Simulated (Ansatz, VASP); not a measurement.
**Cd (Cadmium): VASP beside Ansatz**

Wanted: the spread between two codes on one cell, functional and k mesh.

Program: Ansatz 0.2.0. Level of theory: plane waves, with VASP 6.6.1 beside it; relaxation of cell and atoms at PBEsol. Results are calculated unless marked as measured.

### 1. Starting point

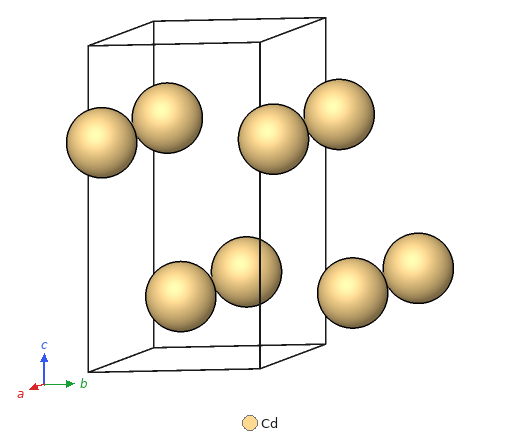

Start, viewed slightly off an axis; cadmium orange. 2×2×1 cells are drawn.

### 2. Ansatz: relaxation of cell and atoms, PBEsol

Ansatz runs on its default PAW (the set named soft_2) files.

The relaxed volume is the usual yardstick between codes: its relative difference is about their pressure difference at one cell divided by the bulk modulus.

input.yaml

```yaml
crystal:
  lattice:
    - [2.949816769, 0.0, 0.0]
    - [-1.4749083845, 2.5546162585, 0.0]
    - [0.0, 0.0, 5.6214435649]
  atoms:
    - { symbol: Cd, position: [0.6666666667, 0.3333333333, 0.75] }
    - { symbol: Cd, position: [0.3333333333, 0.6666666667, 0.25] }
hamiltonian:
  xc: pbesol
  pseudopotentials: { kind: paw }
kpoints:
  mp_grid: { grid: [18, 18, 8] }
scf:
  occupations: { method: methfessel_paxton, width: 0.15 }
relax:
  f_tol: 0.01
  max_steps: 60
  cell: { stress_tol: 0.05 }
output:
  forces: true
  stress: true
```

Launch:

```sh
> ansatz run input.yaml --threads 4 --pin off --max-ram 9216MiB --backend cpu --events-out ev --progress --plain --runs-dir out
```

Numbers of over 12 decimals in the logs are rounded to 6 here.

The program printed:

```text
Engine: ansatz 0.2.0, aarch64-unknown-linux-gnu
Pseudopotentials: kind: paw
Pseudopotential: Cd, paw, valence charge 20, recommended cutoff 420 eV (normal), Cd.paw.azcp
Functional definition: PBEsol
  exchange = pbesol_x
  correlation = pbesol_c
Crystal: 2 atoms, lattice volume = 42.361 Å³
Basis set: ecut = 420 eV, 835 PW (Γ), exchange–correlation on 40×40×80 points (8 copies of the dense FFT grid, shifted against one another)
Bands: 24, of which v1, the nominal top of the filled ones, is band 20 counted from 1 (19 counted from 0)
Symmetry: 24 space group operations
Space group: P63/mmc (ITA 194), of the structure as read, at distance tolerance 3.5e-5 Å
k-points: 185 of 2592
Non-local potential: Cd, projectors of the file, l = 0: 3, l = 1: 2, l = 2: 2, l = 3: 1
PAW form: soft (Blöchl's): semilocal exchange-correlation on the pseudo side does not see the compensation charge
PAW frozen core: Cd, regenerated for the run's functional, and the local potential with it (the file was generated under x = pbe(κ = 0.804, μ = 0.219515), c = pbe(β = 0.066725))
PAW one-centre angular grid: Cd, 590 points (default); XC on 64 Gauss nodes
Initial density: superposition of atomic densities (neutral atoms: chi_scale 0, normalization atom), corrected by the library's trained network
Initial wavefunctions: pseudopotential atomic-orbital guess
Functional: x = pbesol(κ = 0.804, μ = 0.123457), c = pbesol(β = 0.046)
SCF iter   1: F=—  HF=-16368.126826 eV  |F-HF|=—  |Δ(HF+E_count)|=         —  Δρ=6.02e-3  dr2=1.37e-2  ethr=1.77e-3  ⟨swp⟩=5.1  Hψ=16616  notcnv=0
preconditioner: auto → Kerker (q_TF=auto, 2.702 Å⁻¹)  [metal: Δε(μ)=0.028 eV  Ē_g=13.273 eV  σ=0.150 eV  W_gap=0.16  n_scr=22 (ndim 8)  ℏωp=27.9 eV  f_vac=0.000  D(μ)=0.45/eV (n_scr^D=2)]
SCF iter   2: F=—  HF=-16368.123155 eV  |F-HF|=—  |Δ(HF+E_count)|=   3.67e-3  S|Δr|=    0.00e0  Δρ=1.86e-3  dr2=1.77e-3  ethr=3.42e-5  ⟨swp⟩=2.6  Hψ=8775  notcnv=0
SCF iter   3: F=—  HF=-16368.122573 eV  |F-HF|=—  |Δ(HF+E_count)|=   5.83e-4  S|Δr|=    0.00e0  Δρ=6.90e-4  dr2=2.17e-4  ethr=4.42e-6  ⟨swp⟩=2.1  Hψ=5975  notcnv=0
SCF iter   4: F=—  HF=-16368.122507 eV  |F-HF|=—  |Δ(HF+E_count)|=   6.60e-5  S|Δr|=    0.00e0  Δρ=1.52e-4  dr2=9.60e-6  ethr=5.42e-7  ⟨swp⟩=2.3  Hψ=6646  notcnv=0
SCF iter   5: F=—  HF=-16368.122519 eV  |F-HF|=—  |Δ(HF+E_count)|=   1.20e-5  S|Δr|=    0.00e0  Δρ=3.40e-5  dr2=4.67e-7  ethr=2.40e-8  ⟨swp⟩=2.7  Hψ=6645  notcnv=0
SCF iter   6: F=-16368.122519 eV  HF=-16368.122519 eV  |F-HF|=5.93e-10  |Δ(HF+E_count)|=   4.85e-8  S|Δr|=    0.00e0  Δρ=4.45e-6  dr2=7.53e-9  ethr=2.50e-10  ⟨swp⟩=4.0  Hψ=14823  notcnv=0
SCF 1 converged in 6 iterations: F = -16368.122519 eV  dr2 = 7.53e-9
  greatest PAW one-centre occupation: 1.000 electrons in one spin orbital (limit 2), on the Cd atom at site 1 (counted from 0), in its partial waves of l = 0
relax step   1: F+E_penalty+E_count = -16368.12251865 eV  Δ(F+E_penalty+E_count) = +0.000e0 eV  max|allowed force component| = 1.156e-16 eV/Å  Δτ_max = 0.0000 Å  P = -0.370 GPa  Ω = 42.361 Å³  (6 SCF iters, dr2 threshold 1.00e-7 eV, accepted)
[...]
relax step   2: F+E_penalty+E_count = -16368.12287484 eV  Δ(F+E_penalty+E_count) = -3.562e-4 eV  max|allowed force component| = 8.327e-17 eV/Å  Δτ_max = 0.0000 Å  P = +0.154 GPa  Ω = 42.020 Å³  energy of the carried Pulay correction = +9.188e-5 eV  (4 SCF iters, dr2 threshold 2.00e-7 eV, accepted)
[...]
relax step   3: F+E_penalty+E_count = -16368.12289851 eV  Δ(F+E_penalty+E_count) = -2.367e-5 eV  max|allowed force component| = 1.480e-16 eV/Å  Δτ_max = 0.0000 Å  P = +0.003 GPa  Ω = 42.123 Å³  energy of the carried Pulay correction = +6.447e-5 eV  (4 SCF iters, dr2 threshold 6.09e-8 eV, accepted)
[...]
relax step   4: F+E_penalty+E_count = -16368.12283117 eV  Δ(F+E_penalty+E_count) = +6.734e-5 eV  max|allowed force component| = 2.128e-16 eV/Å  Δτ_max = 0.0000 Å  P = +0.004 GPa  Ω = 42.123 Å³  stress off target by 3.61e-2 GPa  SCF on the basis re-selected at this cell (its energy is not comparable with the rows above)  (5 SCF iters)
basis re-selected at this cell: Δ(F+E_penalty+E_count) = +6.734e-5 eV, ΔP = +0.001 GPa vs the last step (what re-selecting the basis moved, of the pressure what is left beyond the Pulay correction that the steps carried, after the strain that the cell walked since its last selection, with what the two solves' SCF thresholds leave and, on support functions, any second-order correction that the steps lacked; it is no m [...]
SCF converged after 5 iterations
Stability not checked: this state was not tested for a lower state beside it, because cold or Methfessel-Paxton smearing, or corrected tetrahedra, fill the levels in a way that the test cannot read (fill_not_monotonic; see scf.lower_state_search)
Free energy (F): -16368.122831 eV
Harris-Foulkes:  -16368.122831 eV  (|F-HF|=0.00e0)
Internal energy: -16368.122963 eV  (E = F + TS)
E sigma→0 (E₀):  -16368.122864 eV
Entropy (-TS):   0.000132 eV (0.066 meV/atom)
Fermi energy:    15.065293 eV
--- Per-component energies (eV) ---
  E_band       = -776.719662
  E_kinetic    = 1009.917407
  E_local      = -5806.168506  (includes V_loc(G=0)·N_el)
  E_nonlocal   = 70.213517
  E_hartree    = 2733.889351
  E_xc         = -352.083429
  E_vxc        = -443.651370  (∫ρ·V_xc dr)
  E_paw        = -8024.857156  (= ΣΔE_a)
  E_vpaw       = -1074.809446  (= ΣTr[D̂ρ^β])
  E_aug_tail   = 0.000026  (compensation charges beyond the density's cutoff)
  E_ewald      = -5999.718092
  E_core_change = 0.683919  (= ΣΔE_core)
  E_smearing   = 0.000132  (= −TS)
  E_closure    = 0.000000  (closes the sum)
  Σ components = -16368.122831   (vs F -16368.122831, Δ=0.00e0)
--- Forces (eV/Å), atoms counted from 1 ---
  atom   1  Cd    -0.00000000     0.00000000    -0.00000000
  atom   2  Cd     0.00000000    -0.00000000     0.00000000
  max |Σ_I F_I| component: 1.85e-17 eV/Å
--- Stress (GPa, compression-positive) ---
       -0.012690       0.000000       0.000000
       -0.000000      -0.012690       0.000000
        0.000000       0.000000       0.036096
  P = ⅓ Tr σ = 0.0036 GPa (0.036 kbar)
--- Relaxed structure (3 steps of the walk, 3 accepted, 1 SCFs on fresh bases) ---
  F+E_penalty+E_count = -16368.12283117 eV   max|allowed force component| = 2.128e-16 eV/Å   (the final SCF, on the basis selected at the relaxed cell)
  cell:  # Å, volume = 42.1235 Å³
    - [2.942805, 0, 0]
    - [-1.471403, 2.548544, -1.5340729573505585e-19]
    - [0, -3.375733840866948e-19, 5.616562]
  atoms:
    - { symbol: Cd, position: [0.666667, 0.333333, 0.750000] }
    - { symbol: Cd, position: [0.333333, 0.666667, 0.25] }
```

Wall time 7.2 s (4 threads of Arm Neoverse V1, shared host); peak memory 0.44 GiB.

### 3. VASP: relaxation of cell and atoms, PBEsol

The same cell, functional, mesh and smearing now go to VASP, with its own data sets and cutoff.

Lines of VASP's logs that name or quote its potential files are left out, and so is its time.

INCAR

```
SYSTEM = Cd
PREC = Accurate
ENCUT = 520
EDIFF = 1E-07
NELM = 100
ISMEAR = 1
SIGMA = 0.15
LREAL = .FALSE.
ALGO = Normal
GGA = PS
NBANDS = 18
LORBIT = 11
LWAVE = .FALSE.
LCHARG = .FALSE.
KPAR = 4
IBRION = 2
NSW = 50
ISIF = 3
EDIFFG = -0.005
LASPH = .TRUE.
```

POSCAR

```
Cd
1.0
    2.9498167690      0.0000000000      0.0000000000
   -1.4749083845      2.5546162585      0.0000000000
    0.0000000000      0.0000000000      5.6214435649
Cd
2
Direct
    0.6666666667      0.3333333333      0.7500000000
    0.3333333333      0.6666666667      0.2500000000
```

KPOINTS

```
Automatic mesh
0
Gamma
18 18 8
0 0 0
```

Potentials, in the order of the species: Cd (PBE family, release 64).

Launch:

```sh
> mpirun -np 4 vasp_std
```

The program printed:

```text
[banner, memory and clock lines left out]
running    4 mpi-ranks, on    1 nodes
 distrk:  each k-point on    1 cores,    4 groups
 distr:  one band on    1 cores,    1 groups

 POSCAR found type information on POSCAR Cd
 POSCAR found :  1 types and       2 ions
|                                                                             |
|               ----> ADVICE to this user running VASP <----                  |
|                                                                             |
|     You enforced a specific xc type in the INCAR file but a different       |
|     [... a line on the potential file left out ...]
|     I HOPE YOU KNOW WHAT YOU ARE DOING!                                     |
|                                                                             |

 LDA part: xc-table for (Slater+PW92), standard interpolation
 POSCAR, INCAR and KPOINTS ok, starting setup
 FFT: planning ... GRIDC
 FFT: planning ... GRID_SOFT
 FFT: planning ... GRID
 WAVECAR not read
 entering main loop
       N       E                     dE             d eps       ncg     rms          rms(c)
DAV:   1     0.172805351842E+03    0.17281E+03   -0.13243E+04  6668   0.135E+03
DAV:   2     0.125429461580E+01   -0.17155E+03   -0.16569E+03  6804   0.346E+02
DAV:   3    -0.257754398787E+01   -0.38318E+01   -0.38238E+01  7750   0.599E+01
DAV:   4    -0.258419693980E+01   -0.66530E-02   -0.66522E-02  7298   0.224E+00
DAV:   5    -0.258421536310E+01   -0.18423E-04   -0.18424E-04  7246   0.118E-01    0.463E+00
DAV:   6    -0.241412094798E+01    0.17009E+00   -0.42550E-01  7096   0.819E+00    0.367E+00
DAV:   7    -0.240204078666E+01    0.12080E-01   -0.33853E-02  7248   0.175E+00    0.197E+00
DAV:   8    -0.240022143423E+01    0.18194E-02   -0.33950E-03  6884   0.759E-01    0.997E-02
DAV:   9    -0.240023524377E+01   -0.13810E-04   -0.30027E-05  7364   0.611E-02    0.443E-02
DAV:  10    -0.240025664620E+01   -0.21402E-04   -0.15769E-05  7056   0.441E-02    0.366E-03
DAV:  11    -0.240025654956E+01    0.96640E-07   -0.12076E-07  5762   0.349E-03
   1 F= -.24002565E+01 E0= -.24002865E+01  d E =-.240026E+01
 curvature:   0.00 expect dE= 0.000E+00 dE for cont linesearch  0.000E+00
 trial: gam= 0.00000 g(F)=  0.339E-48 g(S)=  0.486E-06 ort = 0.000E+00 (trialstep = 0.100E+01)
 search vector abs. value=  0.487E-06
 reached required accuracy - stopping structural energy minimisation
```

From OUTCAR (step 3):

```text
ion  position               nearest neighbor table
   1  0.667  0.333  0.750-   2 3.29   2 3.29   2 3.29   2 3.29   2 3.29   2 3.29
   2  0.333  0.667  0.250-   1 3.29   1 3.29   1 3.29   1 3.29   1 3.29   1 3.29

  LATTYP: Found a hexagonal cell.
 ALAT       =     2.9498167690
 C/A-ratio  =     1.9056924566

 Subroutine GETGRP returns: Found 24 space group operations
 (whereof 12 operations were pure point group operations)

The static configuration has the point symmetry D_3d.
 The point group associated with its full space group is D_6h.

 Found    185 irreducible k-points:

   k-points           NKPTS =    185   k-points in BZ     NKDIM =    185   number of bands    NBANDS=     18

   dimension x,y,z NGX =    24 NGY =   24 NGZ =   42
   dimension x,y,z NGXF=    48 NGYF=   48 NGZF=   84

   ENCUT  =  520.0 eV  38.22 Ry    6.18 a.u.   5.48  5.48 10.45*2*pi/ulx,y,z

   NELECT =      24.0000    total number of electrons

 k-points in reciprocal lattice and weights: Automatic mesh
   0.00000000  0.00000000  0.00000000       0.000
   0.05555556  0.00000000  0.00000000       0.002
   0.11111111  0.00000000  0.00000000       0.002
   0.16666667  0.00000000  0.00000000       0.002
   0.22222222 -0.00000000  0.00000000       0.002
   0.27777778 -0.00000000  0.00000000       0.002
   0.33333333 -0.00000000  0.00000000       0.002
   0.38888889 -0.00000000  0.00000000       0.002
   0.44444444 -0.00000000  0.00000000       0.002
[...]
0.33333333  0.27777778  0.50000000       0.005
   0.33333333  0.33333333  0.50000000       0.001

 average (electrostatic) potential at core
       1 -39.2520       2 -39.2520

 E-fermi :   3.0105

 k-point     1 :       0.0000    0.0000    0.0000
  band No.  band energies     occupation
    ...
      9      -5.7533      2.00000
     10      -5.5025      2.00000
     11      -5.5025      2.00000
     12      -0.2657      2.00000
     13      -0.2099      2.00000
     14      13.3062      0.00000
     15      17.5478      0.00000
     16      17.7428      0.00000
     17      18.1668      0.00000
     18      18.1668      0.00000

 k-point     2 :       0.0556    0.0000    0.0000
  band No.  band energies     occupation
    ...
      9      -5.7641      2.00000
     10      -5.5493      2.00000
     11      -5.5020      2.00000
     12      -0.1662      2.00000
     13      -0.1377      2.00000
     14      13.4115      0.00000
     15      16.5095      0.00000
     16      17.4387      0.00000
     17      17.5182      0.00000
     18      17.7312      0.00000

 k-point     3 :       0.1111    0.0000    0.0000
  band No.  band energies     occupation
    ...
      9      -5.7938      2.00000
     10      -5.6663      2.00000
     11      -5.5019      2.00000
     12      -0.0295      2.00000
     13       0.2292      2.00000
     14      13.7189      0.00000
     15      14.3933      0.00000
     16      16.2917      0.00000
     17      17.1420      0.00000
     18      17.6548      0.00000

  Total        0.0005666      0.0005666      0.0044189      0.0000000      0.0000000      0.0000000
  in kB        0.0214288      0.0214288      0.1671312      0.0000000      0.0000000      0.0000000
  external PRESSURE =       0.0699962 kB  Pullay stress =       0.0000000 kB

  energy-cutoff  :      520.00
  volume of cell :       42.36
      direct lattice vectors                 reciprocal lattice vectors
     2.949816769  0.000000000  0.000000000     0.339004107  0.195724113  0.000000000
    -1.474908384  2.554616258  0.000000000     0.000000000  0.391448225  0.000000000
     0.000000000  0.000000000  5.621443565     0.000000000  0.000000000  0.177890250

 POSITION                                       TOTAL-FORCE (eV/Angst)
 -----------------------------------------------------------------------------------
      1.47491      0.85154      4.21608         0.000000     -0.000000      0.000000
     -0.00000      1.70308      1.40536        -0.000000      0.000000      0.000000
 -----------------------------------------------------------------------------------
    total drift:                                0.000000     -0.000000      0.000000

  FREE ENERGIE OF THE ION-ELECTRON SYSTEM (eV)
  ---------------------------------------------------
  free  energy   TOTEN  =        -2.4002565496 eV

  energy  without entropy=       -2.4003464324  energy(sigma->0) =       -2.40028651

 reached required accuracy - stopping structural energy minimisation

 total charge
# of ion       s       p       d       tot
------------------------------------------
    1        0.525   0.324   9.478  10.328
    2        0.525   0.324   9.478  10.328
--------------------------------------------------
tot          1.050   0.648  18.957  20.655

[... 3 further parts left out ...]
```

CONTCAR:

```
Cd
   1.00000000000000
     2.9498167689999999    0.0000000000000000    0.0000000000000000
    -1.4749083844999999    2.5546162584999998    0.0000000000000000
     0.0000000000000000    0.0000000000000000    5.6214435648999999
  Cd
     2
Direct
     0.6666666667000030    0.3333333332999970    0.7500000000000000
     0.3333333332999970    0.6666666667000030    0.2500000000000000
```

### 4. Side by side

Known differences besides the PAW data sets themselves: both relaxations stop at a tolerance, which leaves soft axes loose, and VASP keeps its plane-wave basis; the data sets hold 40 valence electrons in Ansatz (default PAW (the set named soft_2) files) and 24 in VASP; the cutoff is 420 eV in Ansatz and 520 eV in VASP; Ansatz makes its cores anew for this functional, VASP keeps those of its PBE data sets; Ansatz adds a Pulay correction to the stress that steers its cell, VASP none. Total energies have different zeros and are not compared.

Compared:

| quantity | Ansatz | VASP | difference |
| --- | --- | --- | --- |
| volume (Å³) | 42.12 | 42.36 | -0.56 % |
| edge a after relaxation, in the typed setting (Å) | 2.943 | 2.950 | -0.24 % |
| edge c after relaxation, in the typed setting (Å) | 5.617 | 5.621 | -0.09 % |

The walks stopped with 0.00 GPa left in Ansatz and 0.01 GPa in VASP; each walk ends within a tolerance, so the volume difference is uncertain by about these residues over the bulk modulus, most in soft cells.

### 5. What came out

* difference in volume (relaxation of cell and atoms, PBEsol): -0.56 %

The difference in volume is -0.56 % (relaxation of cell and atoms, PBEsol), within the 1.2 % picked in this series as the mark of a large difference, as far as the stopping tolerances let one tell. How closely two codes agree says nothing of how well the functional describes the real material.

[Lines on the potential files, build, host, timing and source positions are cut from VASP's logs without a mark.]

[Logs are printed without paths, hosts, clocks, repeated set-up lines and the standing remarks that a program may print on its own settings, such as how far it seeks lower states.]

[Hosts, paths, dates, database ids (printed as entryN), source tags and the programs' standing remarks are cut or masked in the printed files.]
